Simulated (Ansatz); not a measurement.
## Electronic structure of ClH6N3Ti (SMILES [NH2][Ti]([NH2])([NH2])[Cl]) in real space

The calculation's input:

```
crystal:
  periodic: [false, false, false]
  atoms:
    - {symbol: N, position_ang: [-1.565733, 0.766951, 0.106102]}
    - {symbol: Ti, position_ang: [0.260580, 0.358771, 0.078605]}
    - {symbol: N, position_ang: [0.541865, -0.972568, 1.363596]}
    - {symbol: N, position_ang: [0.623796, -0.407317, -1.589919]}
    - {symbol: Cl, position_ang: [1.524791, 2.165905, 0.459514]}
    - {symbol: H, position_ang: [-1.982831, 1.370581, 0.803012]}
    - {symbol: H, position_ang: [-2.233489, 0.548295, -0.618160]}
    - {symbol: H, position_ang: [1.462580, -1.228223, 1.696681]}
    - {symbol: H, position_ang: [-0.172159, -1.427288, 1.912838]}
    - {symbol: H, position_ang: [0.747780, 0.141844, -2.430795]}
    - {symbol: H, position_ang: [0.858219, -1.373851, -1.760575]}
basis:
  gaussian: {orbitals: def2-TZVPP}
hamiltonian: {xc: pbe0, dispersion: d4}
output: {orbitals: {seedname: orbitals}}
```

Command:

```sh
ansatz run in.yaml --threads 2 --pin off --events-out ev --progress --plain --max-ram 32768MiB --backend cpu
```

Geometry: PBE0-D4/def2-TZVP.

Theory: RKS PBE0-D4/def2-TZVPP (Ansatz 0.2.0).

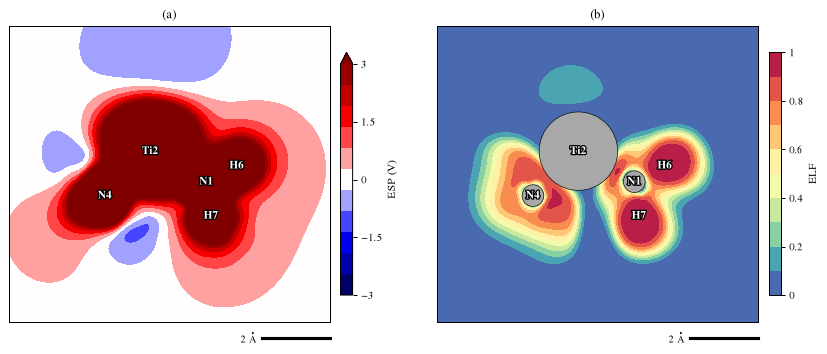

Figure 1. (a) molecular electrostatic potential; (b) ELF on the plane of atoms Ti2, N1 and H7. Grey discs cover the atomic cores in the ELF map.

Q: What does the map show?

A:
- The section cuts through N, Ti and H sites.
- Ti–N (1.87 Å): the ELF peaks at about 0.90 in the valence shell of N, 0.6 Å from its nucleus, and is about 0.35 at the midpoint.
- N–H (1.01 Å): the ELF climbs to about 1 towards the hydrogen, as it does in any bond to H; a covalent bond by its length.
- Outside the dense part of the molecule the potential is most negative (−1.0 V) near N1 and N4.

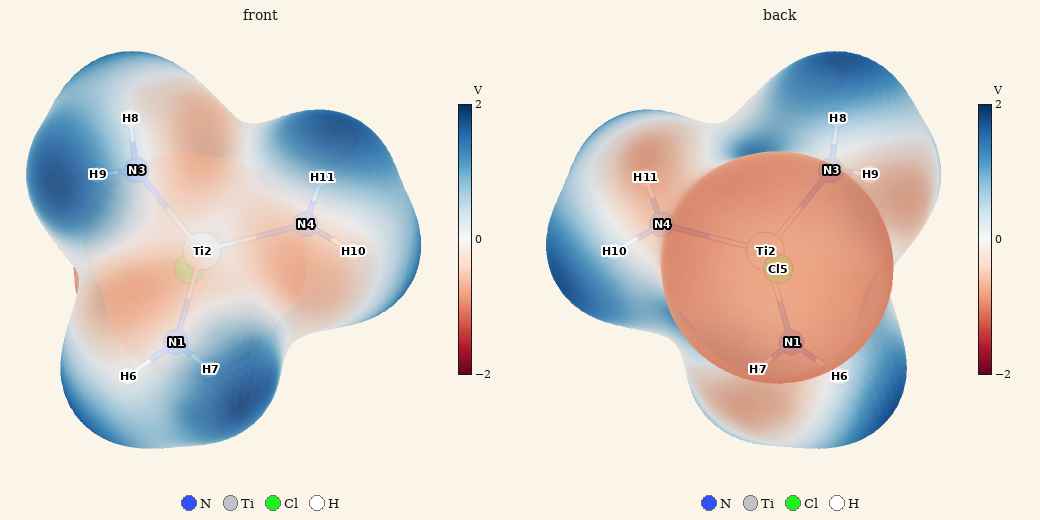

Figure 2. The molecular electrostatic potential painted on the density surface at 0.002 e/bohr³, seen from the front and from behind; red is negative and blue positive.

Q: Describe the electrostatic potential map.

A: The most negative region (about −1.0 V) lies over Cl5, the most positive (about +1.7 V) over the H atoms.

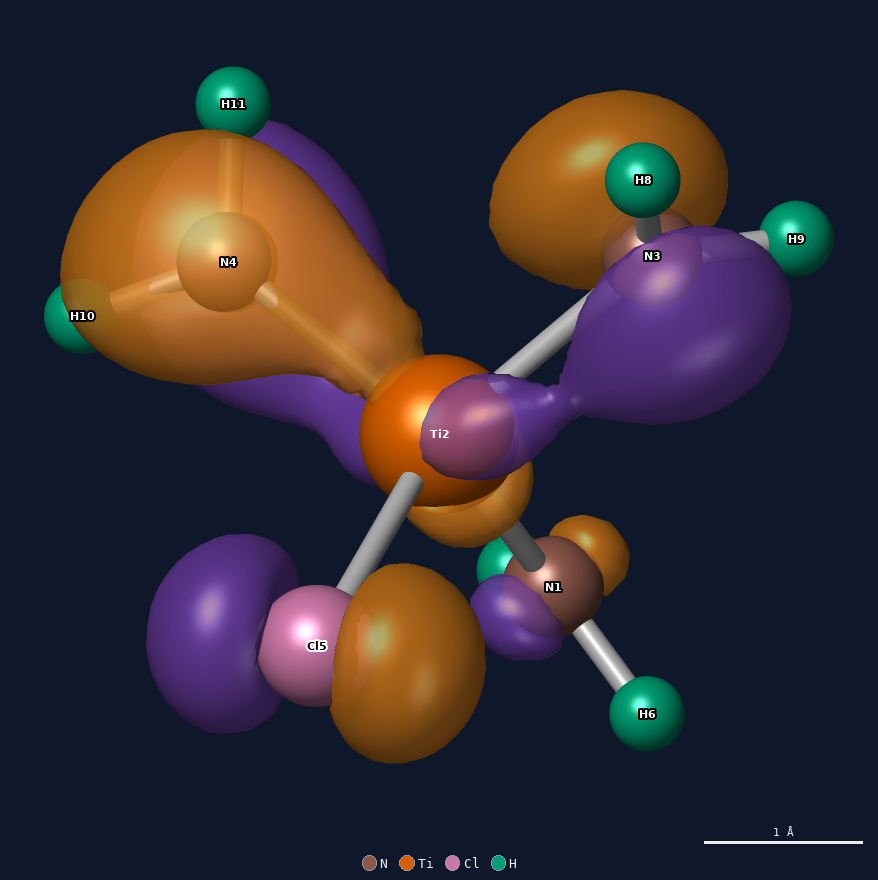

Figure 3. The HOMO−1 at ±0.15 Å⁻³ᐟ² (orange and purple are the two phases), seen at an oblique angle.

Q: What is the character of this orbital?

A: It lies mainly on N4 (about 35 %), N3 (about 20 %), Ti2 (about 15 %) and Cl5 (about 15 %); largely a combination of lone pairs on N4, N3 and Cl5. It is one of a degenerate set, so its orientation is arbitrary. Its energy is −7.70 eV.
